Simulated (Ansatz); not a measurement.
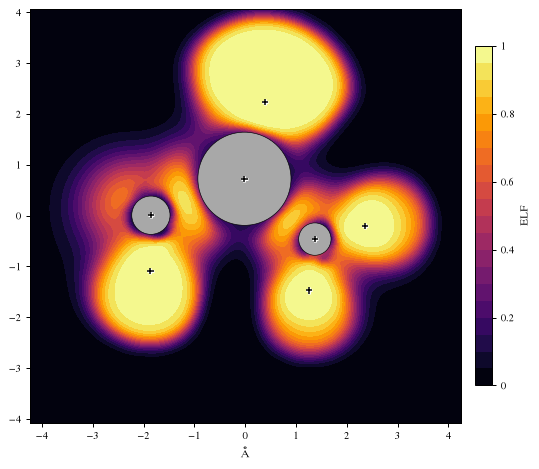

The ELF on a plane through atoms (crosses mark nuclei in the plane; grey discs cover the cores).

Level of theory: isolated molecule in a Gaussian basis; Kohn-Sham density functional theory, functional PBE0 in Ansatz 0.2.0.

Candidates:
A. CH6GaN (SMILES [CH3][GaH][NH2])
B. C4H8GeNP (SMILES [NH2][Ge]1([PH2])[CH]=CC=[CH]1)
C. CHOSn (SMILES [O][CH]=[Sn]) (doublet)

### Which system is this?

Candidate A: CH6GaN on the plane of atoms Ga2, N3 and H8, which holds C, Ga, N and H. Ga–N (1.82 Å): the ELF peaks at about 0.90 in the valence shell of N, 0.6 Å from its nucleus, and is about 0.30 at the midpoint. C–Ga (1.98 Å): the ELF peaks at about 0.90 in the valence shell of C, 0.7 Å from its nucleus, and is about 0.55 at the midpoint.
